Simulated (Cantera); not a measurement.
Feed: 1 mol Pb, 0.15 mol H₂, 0.12 mol N₂, held at 31.0 mbar.

These are equilibrium values from Cantera (NASA tables, ideal gas, pure condensed phases), not measurements of a reactor. Candidate condensed phases: Pb; 11 gas species. The numbers say what is thermodynamically allowed, not how fast it happens.

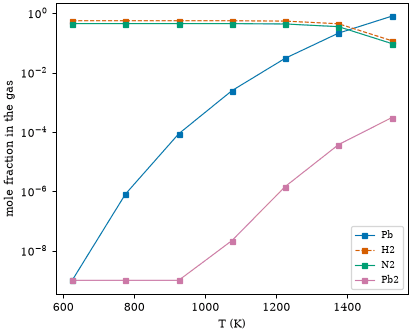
Equilibrium gas composition (values under 1e-9 drawn at 1e-9)

From 625 K to 1375 K the condensed part is Pb(l). At 1525 K nothing is condensed.
